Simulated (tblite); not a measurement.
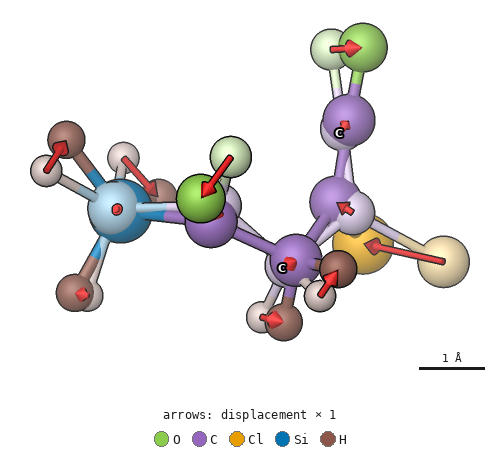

This is a relaxation of C$_{4}$H$_{5}$ClO$_{2}$Si. The starting structure is drawn faded, the final one solid; red arrows show the displacements, at their true length. The two geometries are superimposed by the best rigid fit.

Style: ball-and-stick. Shown face on.

All numbers below come from GFN2-xTB geometry optimisation, gas phase (tblite). 

**Which element moves most?**

Chlorine: up to 1.62 Å, against 0.89 Å for oxygen.

**What did the optimiser do to the structure, and how much energy did it gain?**

The atom that moves furthest after the best rigid fit is the Cl atom (1.62 Å). Largest moves by element: Cl 1.62 Å, O 0.89 Å, H 0.87 Å, C 0.35 Å, Si 0.21 Å. Near-neighbour distances that change, for instance: C–O 1.249 → 1.161 Å, C–Si 1.870 → 1.926 Å, C–H 1.127 → 1.094 Å, C–C 1.498 → 1.527 Å. Among the angles between lasting bonds that change: C–Si–H 112.7° → 105.4°, C–C–C 118.9° → 125.5°, C–C–Cl 121.2° → 115.3°. Groups turn about C–C by about 50°, C–Si by about 45°, C–C by about 40°. The energy falls by 13.1 kcal/mol in 103 geometry steps. Cost: 0.81 s on 1 thread of AMD EPYC 7R43 64-Core Processor, on a shared host.
